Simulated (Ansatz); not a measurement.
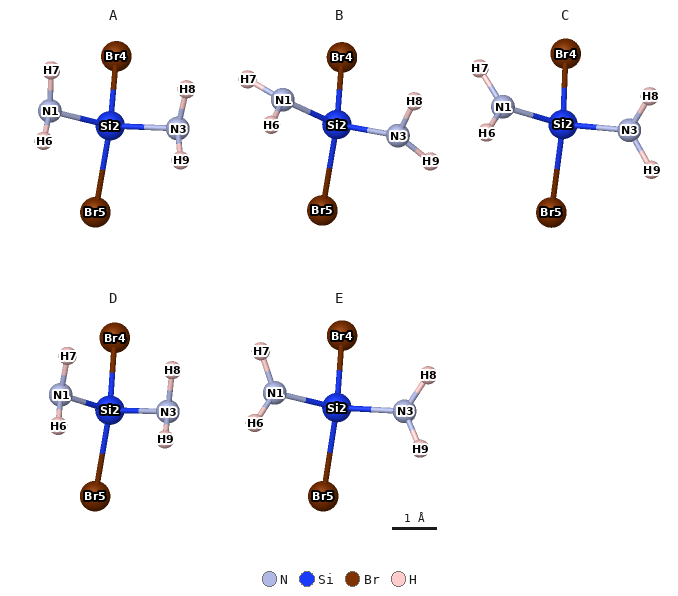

5 geometries from one relaxation of SiN2H4Br2 (coarse preliminary run), in shuffled order. The picture is a ball-and-stick view, seen from a free direction.

The start comes from a force field.

The calculation used Ansatz 0.2.0, RKS PBE-D4/def2-SVP. (force threshold 0.03 eV/Å; at most 200 steps)

### Put them in the order of the run, from the start to the converged end.

D, A, E, C, B. They are steps 0, 2, 6, 11, 17, at +34.6 kcal/mol, +7.41 kcal/mol, +4.95 kcal/mol, +4.27 kcal/mol relative to the last. After 15 accepted moves (17 points after the start) the energy has fallen by 34.6 kcal/mol. The largest force component goes from 5.4 to 0.02 eV/Å. The line search rejected the trial steps at points 8, 15 of the run. The largest moves after the best rigid fit, 1.27 Å, are those of H7 and H9. By element the largest moves are H 1.27 Å, N 0.37 Å, Si 0.29 Å, Br 0.16 Å. Some distances before and after: N1–Si2 1.613 → 1.719 Å, Si2–Br5 2.187 → 2.257 Å, N3–H9 0.965 → 1.023 Å, Si2–N3 1.678 → 1.718 Å. Bond angles that change, for instance: Si2–N3–H8 107.2° → 118.1°, N1–Si2–N3 99.0° → 108.1°, Br4–Si2–Br5 114.7° → 106.1°.
